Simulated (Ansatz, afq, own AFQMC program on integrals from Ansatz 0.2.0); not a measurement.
# NH₃ (triplet): quantum Monte Carlo beside coupled cluster at distance H1–H2 along a hydrogen transfer = 1.109 Å, cc-pVTZ, part 2 of 2

Ansatz 0.2.0, Gaussian basis, and an in-house AFQMC program (afq) on its integrals; all values are calculated; cc-pVTZ, frozen cores.

### 10 CCSD(T) on UHF

Input file in.yaml:

```yaml
crystal:
  periodic: [false, false, false]
  atoms:
    - {symbol: H, position_ang: [-2.104905, 0.059434, 0.000000]}
    - {symbol: H, position_ang: [-0.995905, 0.059434, 0.000000]}
    - {symbol: N, position_ang: [0.190095, 0.059434, 0.000000]}
    - {symbol: H, position_ang: [0.459177, -0.944792, 0.000000]}
basis:
  gaussian: {orbitals: def2-TZVPP}
magnetization: {spin_polarized: true, initial_magnetization: 2}
correlation: {method: ccsd_t, electrons: outside_noble_gas}
```

The run is started by

```console
ansatz run in.yaml --threads 1 --pin off --events-out ev --progress --plain --max-ram 16896MiB --backend cuda --devices 0, --max-vram 18GiB
```

What it wrote (excerpt; [...] marks lines left out):

```text
Functional definition: HF
  name "HF"
  cite "Fock, Z. Phys. 61, 126 (1930) doi:10.1007/BF01340294"
  parent pbe
[...]
424 factors; integrals over basis functions are off by at most 1.2e-3 eV
[...]
mean field -1525.54733242 eV, -56.0628304132 hartree, gradient 2.4e-6 eV, S^2 2.056888; 1 other end points of the search recorded, 0 dependent functions left out
determinant -1525.54733242 eV, -56.0628304132 hartree, with singles and doubles -1531.41280188 eV, -56.2783824403 hartree
determinant -1522.96450763 eV, -55.9679133531 hartree, with singles and doubles -1528.86164402 eV, -56.1846291182 hartree
1 core orbitals not correlated: weight in the atoms' cores, before any rotation towards them, 1.000 or more for the frozen orbitals, at most 0.000 for the correlated occupied ones
reference -1525.54733242 eV, -56.0628304132 hartree; 5, 3 occupied and 67, 69 virtual orbitals, 424 factors
second order -5.16362452 eV of doubles, -0.00000000 eV of singles
cycle   1  -5.79014676 eV  change   -5.1e-1 eV  update   1.7e-2
[...]
cycle  10  -5.80941009 eV  change   -4.0e-6 eV  update   5.3e-6
perturbative correction -0.18251828 eV, -0.0067074232 hartree
Total energy: -1531.53926079 eV, -56.2830297195 hartree
```

Run time: 2.3 s. Hardware: 1 × NVIDIA H100 80GB HBM3 with 1 thread of AMD EPYC 7R13 (Zen 3), shared host; peak host memory 1.6 GiB.

From the report: ⟨S²⟩ of the determinant 2.057 (pure triplet: 2.00); correlation -5.9919 eV; T1 0.020; largest double amplitude 0.05.

### 11 CCSD(T) on UHF

in.yaml, as its differences from that of step 10:

```diff
@@ -8,3 +8,3 @@
 basis:
-  gaussian: {orbitals: def2-TZVPP}
+  gaussian: {orbitals: "def2-QZVPP.json"}
 magnetization: {spin_polarized: true, initial_magnetization: 2}
```

The command is unchanged.

What it wrote (excerpt; [...] marks lines left out):

```text
Functional definition: HF
  name "HF"
  cite "Fock, Z. Phys. 61, 126 (1930) doi:10.1007/BF01340294"
  parent pbe
[...]
881 factors; integrals over basis functions are off by at most 9.7e-4 eV
[...]
mean field -1525.62758556 eV, -56.0657796617 hartree, gradient 1.9e-6 eV, S^2 2.057216; 1 other end points of the search recorded, 0 dependent functions left out
determinant -1525.62758556 eV, -56.0657796617 hartree, with singles and doubles -1531.88398008 eV, -56.2956979198 hartree
determinant -1523.06399453 eV, -55.9715694291 hartree, with singles and doubles -1529.36734058 eV, -56.2032131239 hartree
1 core orbitals not correlated: weight in the atoms' cores, before any rotation towards them, 1.000 or more for the frozen orbitals, at most 0.000 for the correlated occupied ones
reference -1525.62758556 eV, -56.0657796617 hartree; 5, 3 occupied and 141, 143 virtual orbitals, 881 factors
second order -5.54671253 eV of doubles, -0.00000000 eV of singles
cycle   1  -6.10365145 eV  change   -6.4e-1 eV  update   1.9e-2
[...]
cycle  10  -6.12981864 eV  change   -5.7e-6 eV  update   7.8e-6
perturbative correction -0.20985648 eV, -0.0077120835 hartree
Total energy: -1531.96726067 eV, -56.2987584251 hartree
```

Wall time 2.5 s (1 × NVIDIA H100 80GB HBM3 with 1 thread of AMD EPYC 7R13 (Zen 3), shared host); peak host memory 1.6 GiB.

From the report: ⟨S²⟩ of the determinant 2.057 (pure triplet: 2.00); correlation -6.3397 eV; T1 0.020; largest double amplitude 0.04.

### 12 Phaseless AFQMC, CISD trial on UHF

It reads the integrals that the CCSD(T) run on this determinant wrote.

The run is started by

```console
afq ham --method phaseless --trial cisd --walkers 3200 --populations 20 --least-time 60 --time-step 0.005 --steps-per-block 50 --equilibration-blocks 28 --max-blocks 4000 --target-error 0.00017 --factor-cut 1e-05 --start spin_pure --seed 3037 --release-times 0.24,0.51,0.99,1.62,2.4 --release-step 0.03 --release-every 3 --taylor-order 6
```

What it wrote:

```text
orbitals 71  electrons 5 3  factors 409 of 409
reference energy -56.06026722 Eh
CCSD correlation -0.21397727 Eh in 12 cycles, weight of the determinant in the CISD state 0.9207
energy of the start -56.272576 Eh
 block  time / (1/Eh)  mean weight  energy / Eh
     1     0.250  0.9995  -56.273746
     2     0.500  0.9998  -56.276314
     3     0.750  1.0001  -56.278296
     4     1.000  0.9998  -56.278940
     5     1.250  1.0001  -56.280566
     6     1.500  0.9998  -56.280981
     7     1.750  0.9996  -56.281380
     8     2.000  0.9999  -56.281279
     9     2.250  0.9998  -56.281664
    10     2.500  0.9997  -56.281091
    11     2.750  1.0001  -56.281865
    12     3.000  0.9997  -56.280638
    13     3.250  1.0001  -56.280880
    14     3.500  1.0001  -56.280761
    15     3.750  0.9999  -56.281364
    16     4.000  0.9999  -56.281705
    17     4.250  1.0001  -56.281447
    18     4.500  1.0001  -56.281202
    19     4.750  1.0000  -56.281243
    20     5.000  0.9999  -56.282216
    21     5.250  1.0001  -56.281511
    22     5.500  1.0005  -56.281557
    23     5.750  0.9997  -56.281752
    24     6.000  1.0000  -56.281454
    25     6.250  1.0005  -56.282013
    26     6.500  1.0001  -56.281590
    27     6.750  1.0001  -56.281855
    28     7.000  1.0001  -56.281705
    29     7.250  1.0001  -56.281668
    30     7.500  1.0002  -56.281047
    31     7.750  1.0005  -56.281263
    32     8.000  1.0001  -56.282036
    33     8.250  1.0002  -56.282566
    34     8.500  0.9998  -56.281510
    35     8.750  1.0000  -56.281695
    36     9.000  0.9999  -56.281484
    37     9.250  1.0008  -56.281577
    38     9.500  0.9998  -56.281825
    39     9.750  0.9997  -56.281182
    40    10.000  1.0004  -56.281526
    41    10.250  1.0000  -56.281289
    42    10.500  1.0002  -56.281900
    43    10.750  1.0003  -56.281675
    44    11.000  0.9999  -56.281768
    45    11.250  0.9998  -56.281449
    46    11.500  0.9996  -56.282080
    47    11.750  1.0002  -56.281955
    48    12.000  0.9999  -56.281547
    49    12.250  0.9998  -56.281079
    50    12.500  0.9994  -56.282251
    51    12.750  1.0001  -56.281773
    52    13.000  1.0004  -56.282086
    53    13.250  1.0002  -56.281710
    54    13.500  0.9998  -56.282159
    55    13.750  1.0000  -56.282449
    56    14.000  0.9998  -56.282054
    57    14.250  1.0004  -56.281459
    58    14.500  1.0004  -56.281562
    59    14.750  1.0004  -56.281797
    60    15.000  1.0002  -56.281546
    61    15.250  1.0002  -56.281272
    62    15.500  0.9998  -56.281692
    63    15.750  1.0002  -56.281752
    64    16.000  1.0001  -56.281700
    65    16.250  0.9998  -56.281521
    66    16.500  1.0001  -56.281117
    67    16.750  1.0001  -56.281398
    68    17.000  0.9998  -56.281842
    69    17.250  1.0003  -56.281727
    70    17.500  1.0000  -56.281420
    71    17.750  1.0000  -56.281144
    72    18.000  1.0002  -56.281448
    73    18.250  1.0001  -56.281223
    74    18.500  1.0002  -56.281358
    75    18.750  1.0001  -56.281152
    76    19.000  0.9997  -56.281147
    77    19.250  1.0000  -56.281155
    78    19.500  1.0001  -56.281021
error from the spread of 20 populations
released: time / (1/Eh)  energy / Eh  error  mean overlap
  0.24  -56.281587  0.000089  0.9972
  0.51  -56.281740  0.000083  0.9957
  0.99  -56.281888  0.000093  0.9884
  1.62  -56.281899  0.000093  0.9802
  2.40  -56.282055  0.000114  0.9708
energy -56.281601 +/- 0.000133 Eh
```

Wall time 64 s (1 × NVIDIA H100 80GB HBM3 with 2 threads of AMD EPYC 7R13 (Zen 3), shared host); peak host memory 1.6 GiB.

Energy -1531.5004 ± 0.0036 eV. Caveats: constraint bias not in the error.

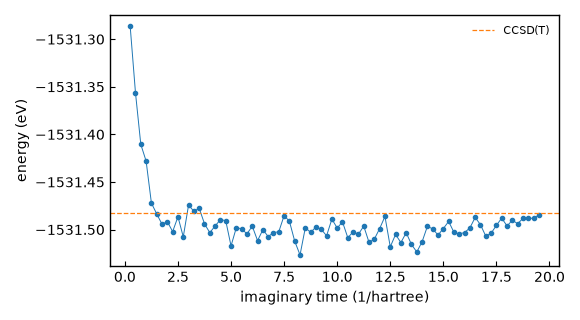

Block energies along the walk.

### 13 Phaseless AFQMC, single-determinant trial on UHF

It reads the integrals that the CCSD(T) run on this determinant wrote.

The run is started by

```console
afq ham --method phaseless --trial hf --walkers 3200 --populations 20 --least-time 40 --time-step 0.005 --steps-per-block 20 --equilibration-blocks 112 --max-blocks 4000 --target-error 0.0008500000000000001 --factor-cut 1e-05 --start spin_pure --seed 2582 --taylor-order 6
```

What it wrote:

```text
orbitals 71  electrons 5 3  factors 409 of 409
reference energy -56.06026722 Eh
CCSD correlation -0.21397727 Eh in 12 cycles, weight of the determinant in the CISD state 0.9207
energy of the start -56.061907 Eh
 block  time / (1/Eh)  mean weight  energy / Eh
     1     0.100  1.0008  -56.130911
     2     0.200  1.0015  -56.173421
     3     0.300  1.0021  -56.198903
     4     0.400  1.0011  -56.213868
     5     0.500  1.0014  -56.229209
     6     0.600  1.0015  -56.241821
     7     0.700  1.0011  -56.248858
     8     0.800  1.0005  -56.257107
     9     0.900  1.0003  -56.258070
    10     1.000  1.0002  -56.267615
    11     1.100  1.0002  -56.271852
    16     1.600  0.9999  -56.276765
    21     2.100  0.9996  -56.272191
    26     2.600  1.0002  -56.277251
    31     3.100  1.0003  -56.278743
    36     3.600  1.0002  -56.279852
    41     4.100  1.0007  -56.279786
    46     4.600  0.9999  -56.278199
    51     5.100  1.0002  -56.282131
    56     5.600  1.0000  -56.286157
    61     6.100  1.0002  -56.284355
    66     6.600  0.9997  -56.275503
    71     7.100  0.9996  -56.277630
    76     7.600  1.0002  -56.271931
    81     8.100  0.9997  -56.276791
    86     8.600  1.0001  -56.279687
    91     9.100  0.9998  -56.278654
    96     9.600  0.9999  -56.276896
   101    10.100  1.0000  -56.276188
   106    10.600  1.0003  -56.278280
   111    11.100  0.9999  -56.276094
   116    11.600  1.0001  -56.281950
   121    12.100  1.0005  -56.285899
   126    12.600  1.0001  -56.282969
   131    13.100  0.9998  -56.276870
   136    13.600  0.9997  -56.281312
   141    14.100  0.9999  -56.278963
   146    14.600  1.0000  -56.281915
   151    15.100  1.0006  -56.274117
   156    15.600  1.0002  -56.278451
   161    16.100  0.9999  -56.280762
   166    16.600  1.0000  -56.281165
   171    17.100  0.9999  -56.279207
   176    17.600  1.0003  -56.287055
   181    18.100  1.0004  -56.276866
   186    18.600  1.0000  -56.279291
   191    19.100  1.0003  -56.277635
   196    19.600  0.9999  -56.275159
   201    20.100  1.0001  -56.282036
   206    20.600  1.0002  -56.281755
   211    21.100  0.9996  -56.281475
error from the spread of 20 populations
energy -56.280332 +/- 0.000809 Eh
```

Wall time 42 s (1 × NVIDIA H100 80GB HBM3 with 2 threads of AMD EPYC 7R13 (Zen 3), shared host); peak host memory 1.6 GiB.

Energy -1531.4659 ± 0.0220 eV. Caveats: constraint bias not in the error.

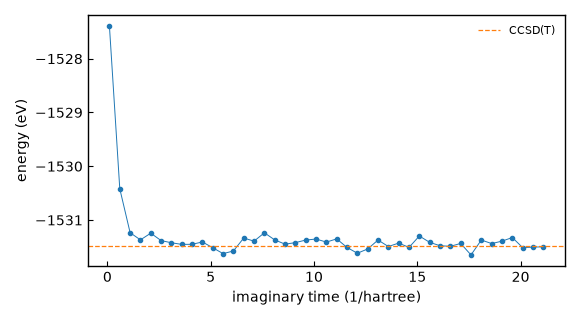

Block energies along the walk.

### 14 All levels side by side

On the UHF determinant, counted from CCSDT(Q) (a yardstick, not exact):

```tsv
level	energy (eV)	from CCSDT(Q) (kcal/mol)	statistical error (kcal/mol)	time
HF	-1525.4776	+139.06		
MP2	-1530.6590	+19.58		
CCSD	-1531.3002	+4.79		
CCSD(T)	-1531.4828	+0.58		
CCSDT(Q)	-1531.5078	0.00		
Phaseless AFQMC, CISD trial, step 0.005, 3200 walkers	-1531.5004	+0.17	0.08	64 s
Phaseless AFQMC, single-determinant trial, step 0.005, 3200 walkers	-1531.4659	+0.97	0.51	42 s
```

The functionals' totals stand on their own zeros and serve differences with other points: PBE -1532.670 eV; r2SCAN -1533.848 eV; PBE0 -1532.724 eV; B3LYP -1534.762 eV; wB97M-V -1533.444 eV; B2PLYP -1533.190 eV.

### 15 What came out

What follows sums up all 2 parts.

| quantity | value |
| --- | --- |
| CCSD(T) on UHF from CCSDT(Q) | +0.58 kcal/mol |
| Phaseless AFQMC, CISD trial on UHF from CCSDT(Q) | +0.17 ± 0.08 kcal/mol |
| Phaseless AFQMC, single-determinant trial on UHF from CCSDT(Q) | +0.97 ± 0.51 kcal/mol |

What this shows: On UHF the phaseless walk with the CISD trial lies +0.17 kcal/mol from CCSDT(Q), within three error bars. Error bars are statistical and leave out the constraint, the time step and what remains of the start.
